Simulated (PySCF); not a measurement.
C₆H₁₅NSi (SMILES CCC[C@H]1CN[SiH2]C1)

Input

```
{"job": {"kind": "nmr", "xc": "PBE0", "basis": "pcSseg-1"}, "charge": 0, "multiplicity": 1}
C      3.410556     0.103967    -0.038557
C      2.025725    -0.528432     0.041967
C      0.931999     0.460325    -0.357021
C     -0.471765    -0.143686    -0.358046
C     -0.937053    -0.589453     1.031208
N     -2.368510    -0.796132     0.942491
Si    -3.167397     0.191323    -0.208365
C     -1.517685     0.843944    -0.884387
H      3.474307     0.965434     0.623278
H      3.621391     0.436395    -1.052910
H      4.176569    -0.610929     0.254060
H      1.984873    -1.397780    -0.618360
H      1.850431    -0.875970     1.061653
H      0.953859     1.314731     0.325054
H      1.146372     0.836097    -1.361001
H     -0.479977    -1.026978    -1.005460
H     -0.451345    -1.523247     1.331728
H     -0.684534     0.180873     1.775118
H     -2.785958    -1.201568     1.762786
H     -3.937043    -0.642251    -1.134798
H     -4.002929     1.272186     0.332315
H     -1.465397     0.920255    -1.967942
H     -1.311242     1.837880    -0.484731
```

Launched as:

```sh
OMP_NUM_THREADS=1 python probes_run.py task.json out
```

Geometry: GFN2-xTB.

Theory: PBE0/pcSseg-1, SCF density, gas phase, non-relativistic in PySCF 2.14.0.

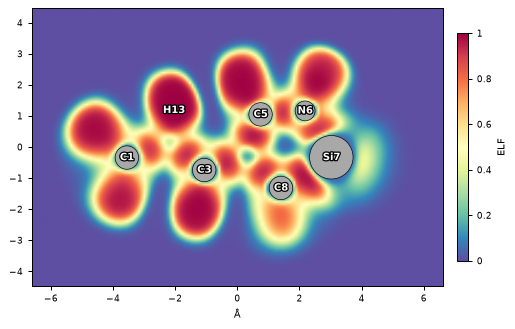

Figure 1. Electron localisation function on the plane of atoms N6, Si7 and C8. Grey discs cover the atomic cores.

**What does the map show?**

The section cuts through C, N, Si and H sites.
C–N (1.45 Å): the ELF peaks at about 0.90 between the atoms, as expected for a covalent bond.
Si–N (1.71 Å): the ELF peaks at about 0.90 between the atoms; a shared but strongly polarised pair.
C–Si (1.90 Å): the ELF peaks at about 0.95 between the atoms, as expected for a covalent bond.

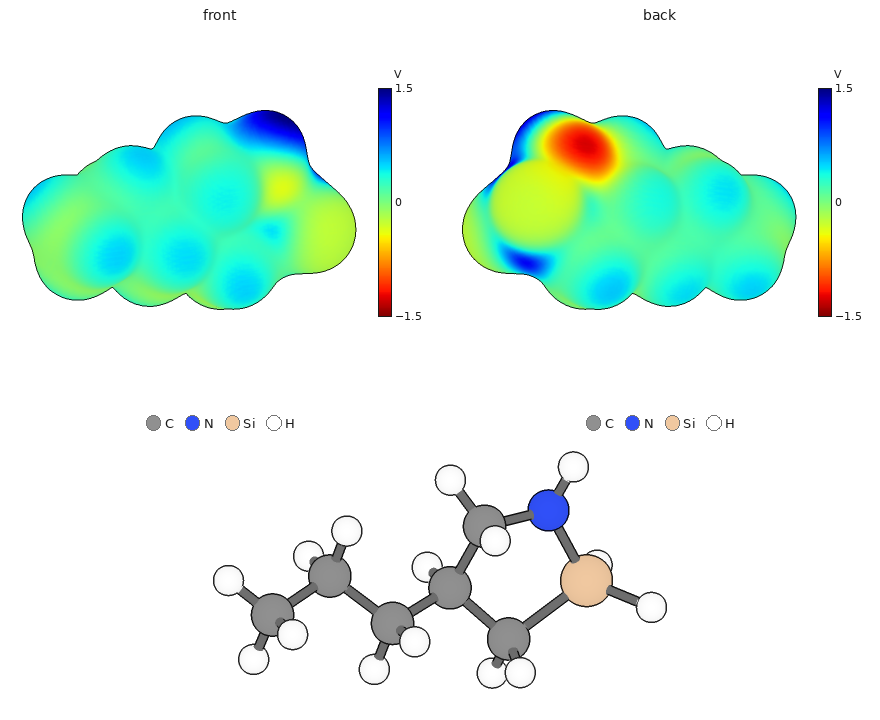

Figure 2. The electrostatic potential painted on the density surface at 0.002 e/bohr³, seen from the front and from behind; red is negative and blue positive. The bare structure is drawn below in the same view.

**Describe the electrostatic potential map.**

The most negative region (about −1.2 V, or −28 kcal/mol for a unit charge) lies over N6, the most positive (about +1.4 V, or +32 kcal/mol for a unit charge) over H19. N6 is the likeliest acceptor of a hydrogen bond.
